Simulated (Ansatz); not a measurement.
# H2F (doublet): inputs that go wrong at distance H1–H2 along a hydrogen transfer = 0.885 Å

3 inputs are run for H2F (doublet) as typed; the log has to tell whether the result can be used and what must change.

Computed with Ansatz 0.2.0, Gaussian basis. Level: the settings change from run to run.

8 further runs of the same task are left out: 1 for a mislabelled method, 6 that didn't finish, 1 set aside as unsound or not needed.

## (1) What is computed

The geometry derives from fragments relaxed apart (PBE0/def2-TZVP) and kept rigid, so it is no stationary point. A hydrogen atom is moved between rigid fragments.

3 atoms, charge 0, spin multiplicity 2.

Atoms are counted from 1 here; the program's logs count them from 0.

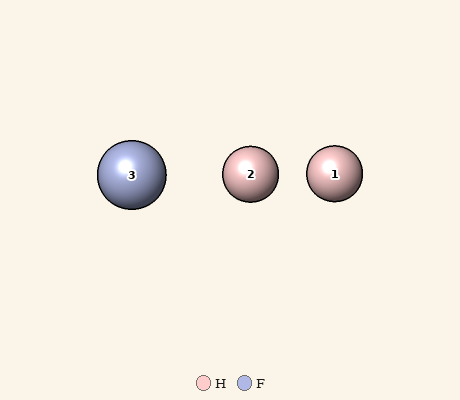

The geometry (hydrogen pink, fluorine light blue); atoms are numbered from 1 in the order of the file.

## (2) Input 1

in.yaml

```yaml
crystal:
  periodic: [false, false, false]
  atoms:
    - {symbol: H, position_ang: [0.000000, 0.000000, -1.007000]}
    - {symbol: H, position_ang: [0.000000, 0.000000, -0.122000]}
    - {symbol: F, position_ang: [0.000000, 0.000000, 1.129000]}
basis:
  gaussian: {orbitals: STO-3G}
magnetization: {spin_polarized: false, initial_magnetization: 1}
correlation: {method: fic_mrcisd_q_relaxed, electrons: all, active_space: {window: {electrons: 1, orbitals: 2}, states: [{multiplicity: 2, weights: [0.5, 1, 0.5, 1]}], root: 1}}
scf: {lower_state_search: light}
```

On the command line:

```bash
ansatz run in.yaml --threads 1 --pin off --events-out ev --progress --plain --max-ram 2393MiB
```

What it wrote:

```text
Functional definition: HF
  name "HF"
  cite "Fock, Z. Phys. 61, 126 (1930) doi:10.1007/BF01340294"
  parent pbe
  exchange = exact_x
  correlation = 0
91 factors; integrals over basis functions are off by at most 2.3e-8 eV
mean field evaluation 1: about -2692.0197 eV, gradient 1.5e1 eV
mean field evaluation 2: about -2692.0524 eV, gradient 1.5e1 eV
mean field evaluation 4: about -2694.8158 eV, gradient 3.5e0 eV
mean field evaluation 8: about -2695.1625 eV, gradient 8.3e-2 eV
mean field evaluation 16: about -2694.9719 eV, gradient 1.4e-2 eV
mean field evaluation 32: about -2694.9719 eV, gradient 1.4e-2 eV
mean field -2695.15780591 eV, -99.0452225235 hartree, gradient 2.4e-6 eV, S^2 0.750000; 7 other end points of the search recorded, 0 dependent functions left out
reference -2695.15780591 eV, -99.0452225235 hartree; 6, 5 occupied and 1, 2 virtual orbitals, 91 factors
Error: 4 states are sought, and the space of determinants holds 2 states of this symmetry and spin
```

Run time: 0.06 s. Hardware: 1 thread of Arm Neoverse V2, shared host.

What is wrong: The run stopped with an error. It says: «4 states are sought, and the space of determinants holds 2 states of this symmetry and spin». Cure: ask for fewer states or enlarge the space.

## (3) Input 2

in.yaml

```yaml
crystal:
  periodic: [false, false, false]
  atoms:
    - {symbol: H, position_ang: [0.000000, 0.000000, -1.007000]}
    - {symbol: H, position_ang: [0.000000, 0.000000, -0.122000]}
    - {symbol: F, position_ang: [0.000000, 0.000000, 1.129000]}
basis:
  gaussian: {orbitals: STO-3G}
magnetization: {spin_polarized: false, initial_magnetization: 1}
correlation: {method: sc_nevpt2, electrons: valence, active_space: {window: {electrons: 7, orbitals: 2}}}
accuracy: high
```

Same command.

What it wrote:

```text
Functional definition: HF
  name "HF"
  cite "Fock, Z. Phys. 61, 126 (1930) doi:10.1007/BF01340294"
  parent pbe
  exchange = exact_x
  correlation = 0
91 factors; integrals over basis functions are off by at most 5.4e-9 eV
mean field evaluation 1: about -2692.0197 eV, gradient 1.5e1 eV
mean field evaluation 2: about -2692.0524 eV, gradient 1.5e1 eV
mean field evaluation 4: about -2694.8158 eV, gradient 3.5e0 eV
mean field evaluation 8: about -2695.1625 eV, gradient 8.3e-2 eV
mean field evaluation 16: about -2694.9492 eV, gradient 2.5e0 eV
mean field evaluation 32: about -2695.0520 eV, gradient 1.6e0 eV
mean field -2695.15780591 eV, -99.0452225235 hartree, gradient 1.5e-8 eV, S^2 0.750000; 7 other end points of the search recorded, 0 dependent functions left out
reference -2695.15780591 eV, -99.0452225235 hartree; 6, 5 occupied and 1, 2 virtual orbitals, 91 factors
Error: 7 electrons in 2 orbitals form no window around the highest filled level of the reference
```

Wall time 0.06 s (1 thread of Arm Neoverse V2, shared host).

What is wrong: The run stopped with an error. The active window can't be built from these electrons and orbitals. To mend it, choose counts that fit the spin, the electrons and the basis.

## (4) Input 3

in.yaml

```yaml
crystal:
  periodic: [false, false, false]
  atoms:
    - {symbol: H, position_ang: [0.000000, 0.000000, -1.007000]}
    - {symbol: H, position_ang: [0.000000, 0.000000, -0.122000]}
    - {symbol: F, position_ang: [0.000000, 0.000000, 1.129000]}
basis:
  gaussian: {orbitals: aug-cc-pVTZ}
magnetization: {spin_polarized: false, initial_magnetization: 1}
correlation: {method: ccsdtq, electrons: all}
accuracy: high
```

Launched as before.

What it wrote:

```text
Functional definition: HF
  name "HF"
  cite "Fock, Z. Phys. 61, 126 (1930) doi:10.1007/BF01340294"
  parent pbe
  exchange = exact_x
  correlation = 0
1205 factors; integrals over basis functions are off by at most 3.2e-9 eV
mean field evaluation 1: about -2732.5842 eV, gradient 2.4e1 eV
mean field evaluation 2: about -2732.5843 eV, gradient 2.4e1 eV
mean field evaluation 4: about -2734.2741 eV, gradient 3.1e0 eV
mean field evaluation 8: about -2734.4065 eV, gradient 1.1e0 eV
mean field evaluation 16: about -2734.4570 eV, gradient 4.1e-5 eV
mean field evaluation 32: about -2734.4568 eV, gradient 7.5e-2 eV
mean field evaluation 64: about -2734.2925 eV, gradient 2.2e0 eV
mean field evaluation 96: about -2733.5932 eV, gradient 1.3e-2 eV
mean field evaluation 128: about -2733.5812 eV, gradient 1.9e0 eV
mean field -2734.45703425 eV, -100.4894425270 hartree, gradient 6.2e-8 eV, S^2 0.750000; 8 other end points of the search recorded, 0 dependent functions left out
mean field evaluation 160: about -2734.9192 eV, gradient 5.6e-3 eV
determinant -2734.45703425 eV, -100.4894425270 hartree, with singles and doubles -2743.19300829 eV, -100.8104836518 hartree
determinant -2733.59325038 eV, -100.4576990556 hartree, with singles and doubles -2741.32864941 eV, -100.7419697264 hartree
reference -2734.45703425 eV, -100.4894425270 hartree; 6, 5 occupied and 86, 87 virtual orbitals, 1205 factors
Error: with its amplitudes the run needs 81.08 GiB of memory by its plan, which may be too low or too high, and 2.33 GiB are given
refused for memory
```

Run time: 5.5 s. Hardware: 1 thread of Arm Neoverse V2, shared host.

**Diagnosis.** The run was refused for memory. The method is too large for the memory allowed. Fix: freeze cores, shrink the basis or take a lower level.

## (5) Summary

```csv
input,level,ended,cause,time
1,"MRCISD+Q(relaxed)(1,2)/STO-3G",stopped by an error,"4 states are sought, and the space of determinants holds 2 states of this symmetry and spin",0.06 s
2,"NEVPT2(7,2)/STO-3G",stopped by an error,the active window can't be built from these electrons and orbitals,0.06 s
3,CCSDTQ on ROHF/aug-cc-pVTZ,out of memory,the method is too large for the memory allowed,5.5 s
```

2 stopped by an error, 1 out of memory.
